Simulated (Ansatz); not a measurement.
System: H4O2Si (Si(OH)2H2).

Input file:

```
crystal:
  periodic: [false, false, false]
  atoms:
    - {symbol: Si, position_ang: [-0.240417, 0.188523, -0.305795]}
    - {symbol: O, position_ang: [-0.538685, 0.472336, 1.303008]}
    - {symbol: H, position_ang: [-0.759778, -0.298083, 1.846445]}
    - {symbol: O, position_ang: [1.368087, 0.060735, -0.685087]}
    - {symbol: H, position_ang: [1.826032, -0.748392, -0.412351]}
    - {symbol: H, position_ang: [-0.696312, 1.391841, -1.045339]}
    - {symbol: H, position_ang: [-0.958926, -1.066959, -0.700882]}
basis:
  gaussian: {orbitals: def2-TZVP, initial_orbitals: start.molden}
hamiltonian: {xc: pbe0, dispersion: d4}
output: {orbitals: {seedname: orbitals}}
```

Launched as:

```sh
ansatz run in.yaml --threads 2 --pin off --events-out ev --progress --plain --max-ram 4352MiB
```

Geometry: PBE-D4/def2-TZVP.

Level of theory: RKS PBE0-D4/def2-TZVP (Ansatz).

> What can the converged electron density and electron localisation function tell about the bonding?

Si–O (1.66 Å): the density is about 1.1 e/Å³ at the midpoint; the ELF peaks at about 0.85 between the atoms; a shared but strongly polarised pair.
Si–H (1.50 Å): the density is about 0.81 e/Å³ at the midpoint; the ELF climbs to about 1 towards the hydrogen, as it does in any bond to H.

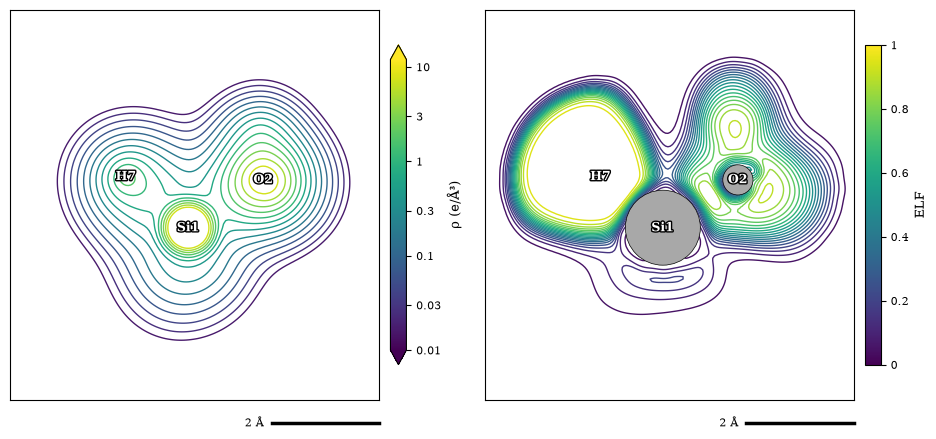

Computed electron density and electron localisation function on the plane of atoms O2, Si1 and H7, in this order. Grey discs cover the atomic cores in the ELF map. 
